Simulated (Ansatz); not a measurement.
System CaHfAs₂ (space group P-3m1, No. 164); source of the atomic positions: coordinates from a relaxation with Ansatz 0.2.0, DFT PBE, scalar-relativistic, plane waves, PAW; the starting structure was generated, so it need not be a known form of this composition.

```cif
data_structure
_symmetry_space_group_name_H-M 'P-3m1'
_symmetry_Int_Tables_number 164
_cell_length_a 3.9215
_cell_length_b 3.9215
_cell_length_c 7.0774
_cell_angle_alpha 90.000
_cell_angle_beta 90.000
_cell_angle_gamma 120.000
_cell_volume 94.25
loop_
_atom_site_label
_atom_site_type_symbol
_atom_site_symmetry_multiplicity
_atom_site_Wyckoff_symbol
_atom_site_fract_x
_atom_site_fract_y
_atom_site_fract_z
_atom_site_occupancy
Ca1 Ca 1 a 0.00000 0.00000 0.00000 1
Hf1 Hf 1 b 0.00000 0.00000 0.50000 1
As1 As 2 d 0.33333 0.66667 0.72193 1
```

Describe how the polyhedra about Hf are linked (bonds: As–Hf below 3.1 Å).

Hf: HfAs6 octahedron, sharing edges with six neighbours.

They form layers of edge-sharing octahedra parallel to (001). Their corner atoms also have Ca as close neighbours (those links are not drawn).

Centre to centre across a shared edge: 3.92 Å.

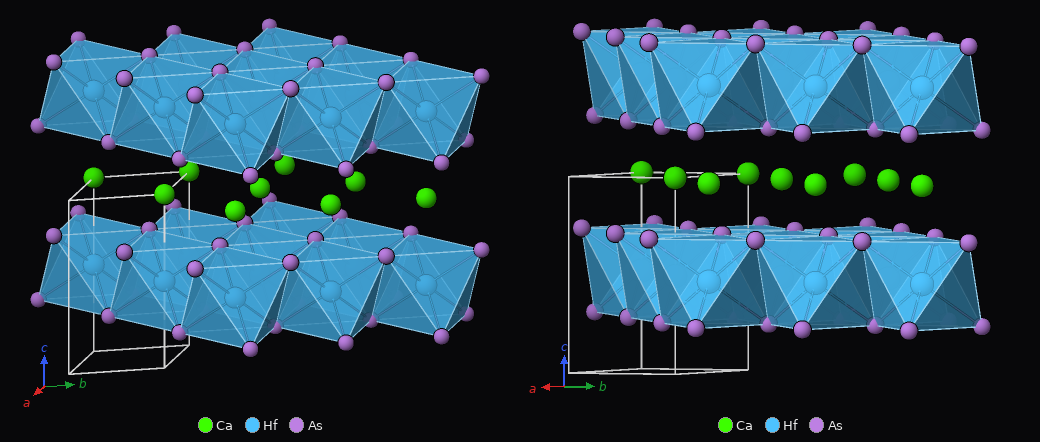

Polyhedra are drawn about Hf (bonds: As–Hf below 3.1 Å); other atoms are plain spheres. Two views of the same piece.
